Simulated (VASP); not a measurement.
Band structure of MgAu2 (space group Fd-3m). Method: PBE GGA, VASP's PBE PAW potentials (set 64) (plane waves; VASP 6.6.1).

Unless said otherwise, spin-orbit coupling is left out, though it shifts the bands of the heavy elements here.

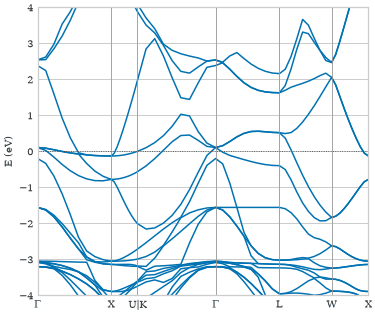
Bands along high-symmetry lines, zero at the valence-band maximum or, without a gap, the Fermi level

Read the plot: is there a gap, and where are the band edges?

It has no gap at this level: it comes out as a metal or semimetal.

The structure was generated: MgAu2 was put into an ordered model structure, which need not be its known phase. The cell was not relaxed at this level.
